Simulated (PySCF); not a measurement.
**CGeO (SMILES [O][C]#[Ge+]) (charge +1, doublet): density, localisation and related maps**

```xyz
3

C    -1.4658   -0.8841   -0.3284
Ge   -1.9286   -0.5874   -2.4640
O    -1.2285   -1.0365    0.7562
```

Geometry: B3LYP-D3(BJ)/6-311G**.

Method: PySCF 2.14.0, Gaussian-basis quantum chemistry of an isolated molecule with PySCF, energy and nuclear gradient, functional PBE0.

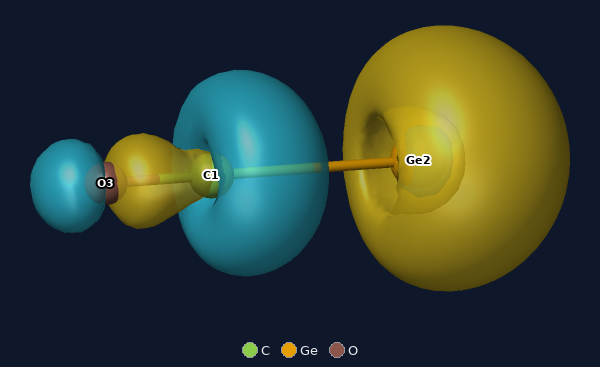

Figure 1. The HOMO−1 (α) at ±0.15 Å⁻³ᐟ² (yellow and cyan are the two phases), seen from one side.

### Describe this orbital and give its energy.

It lies mainly on Ge2 (about 60 %), C1 (about 35 %) and O3 (about 5 %); it is of σ type. Its energy is −17.12 eV.

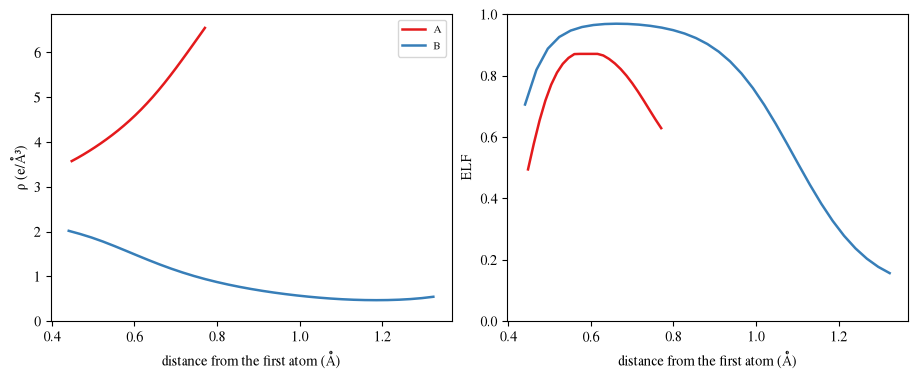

Figure 2. Electron density and ELF along straight lines between neighbouring atoms. The curves leave out the atomic cores.

### Which curve belongs to which contact (C–Ge and C–O)? The first atom named is at distance zero.

Curve A: C–O (1.12 Å): ρ is about 4.3 e/Å³ halfway; the ELF peaks at about 0.85 between the atoms (a multiple bond). Curve B: C–Ge (2.21 Å): ρ is about 0.49 e/Å³ halfway; the ELF peaks at about 0.95 in the valence shell of C, 0.7 Å from its nucleus, and is about 0.50 at the midpoint.

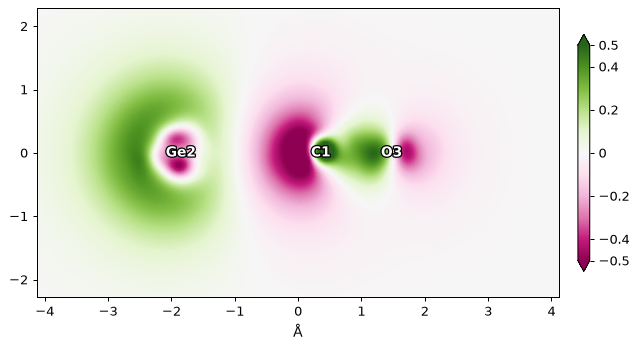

Figure 3. The HOMO (β) on a plane that holds the molecular axis (values in Å⁻³ᐟ²; the overall sign is arbitrary).

### Describe this orbital and give its energy.

Its weight (Hirshfeld) is mainly on Ge2 (about 65 %) and C1 (about 30 %); it is of σ type. Its energy is −16.63 eV.
